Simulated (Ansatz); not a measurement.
Consider ClGaH₃NO···SiH₄.

Input file:

```
crystal:
  periodic: [false, false, false]
  atoms:
    - { symbol: Ga, position_ang: [-0.064948, 0.266043, 0.109374] }
    - { symbol: "N", position_ang: [-0.172223, 0.596936, 1.964215] }
    - { symbol: H, position_ang: [-0.846752, 0.064666, 2.510654] }
    - { symbol: H, position_ang: [0.718609, 0.663604, 2.455108] }
    - { symbol: Cl, position_ang: [1.804647, 0.573233, -0.906323] }
    - { symbol: O, position_ang: [-1.440834, -0.195324, -0.925017] }
    - { symbol: H, position_ang: [-2.293852, -0.195275, -0.467911] }
    - { symbol: Si, position_ang: [0.690089, -2.991796, 1.255048] }
    - { symbol: H, position_ang: [-0.32316, -3.509074, 0.291522] }
    - { symbol: H, position_ang: [2.044824, -3.054358, 0.639952] }
    - { symbol: H, position_ang: [0.657951, -3.817697, 2.497488] }
    - { symbol: H, position_ang: [0.361549, -1.59296, 1.603389] }
basis:
  gaussian: { orbitals: def2-SVP }
hamiltonian:
  xc: b3lyp
relax:
  f_tol: 0.03
  max_steps: 50
output:
  orbitals: {}
```

Run with:

```sh
ansatz run input.yaml --threads 4 --pin off --max-ram 5120MiB --backend cpu --events-out ev --progress --plain --runs-dir out
```

The fields are those of the relaxed geometry.

These are results of RKS B3LYP/def2-SVP in Ansatz 0.2.0, not measurements.

What can the converged electron density and electron localisation function tell about the bonding?

Ga–O (1.78 Å): ρ at the midpoint is about 0.87 e/Å³; the ELF peaks at about 0.85 in the valence shell of O, 0.6 Å from its nucleus, and is about 0.25 at the midpoint.
Ga–N (1.81 Å): the density is about 0.92 e/Å³ at the midpoint; the ELF peaks at about 0.85 in the valence shell of N, 0.6 Å from its nucleus, and is about 0.35 at the midpoint.
Ga–Cl (2.16 Å): the density is about 0.67 e/Å³ at the midpoint; the ELF peaks at about 0.85 in the valence shell of Cl, 0.8 Å from its nucleus, and is about 0.55 at the midpoint.
O–H (0.97 Å): the density is about 3.6 e/Å³ at the midpoint; the ELF climbs to about 1 towards the hydrogen, as it does in any bond to H; an ordinary covalent bond to hydrogen.

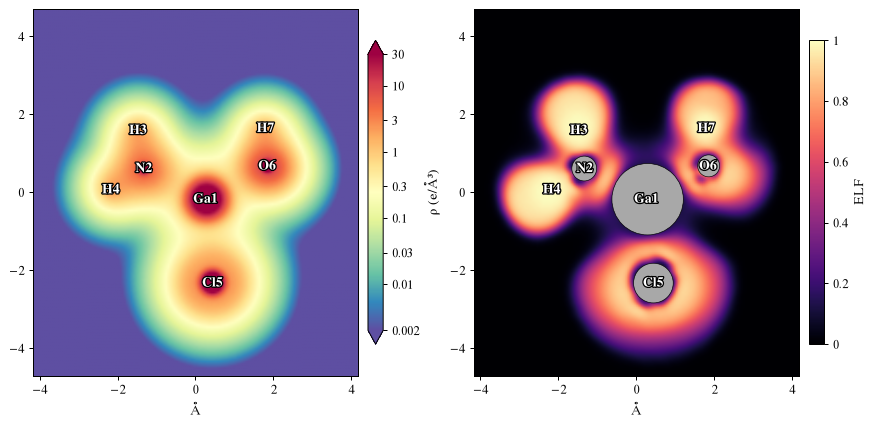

Computed electron density and electron localisation function on the plane of atoms Cl5, Ga1 and O6, in this order. Grey discs cover the atomic cores in the ELF map. 
